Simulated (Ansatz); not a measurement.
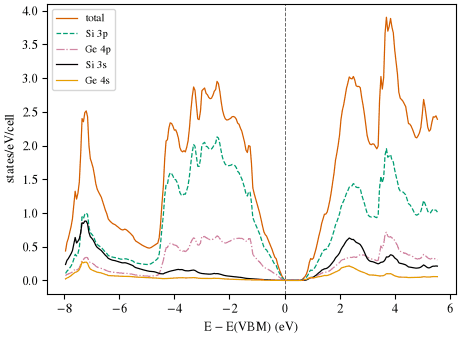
Fig. 1. Total and projected density of states of Si3Ge in space group P-4m2 (No. 115; Si on 2g, Si on 1a, Ge on 1c), r²SCAN in the plane-wave PAW code Ansatz

Problem. Which orbitals carry the states next to the gap?

Solution. Top 1 eV of the valence band: Si 3p 69 %, Ge 4p 27 %. Bottom 1 eV of the conduction band: Si 3p 47 %, Si 3s 17 %, Ge 4p 12 %, Ge 4s 9 %, outside the projected shells 15 %. Projections are on Löwdin-orthogonalised atomic valence shells; empty p or d shells of many metals are not among them.

Problem. Where is the tallest occupied peak in this window, and what makes it?

Solution. Near -2.4 eV, about 3.0 states/eV per cell; the largest projected share is Si 3p.

The start of the workflow was typed in or built on a structure type; neither database checked (COD, Materials Project) lists it. Its standing as an ambient phase is unchecked. The r²SCAN relaxation kept the symmetry of its start; whether a distortion lowers the energy is not shown. Spin–orbit coupling is left out wherever it is not named.

Potentials: the earlier of the program's two PAW sets.
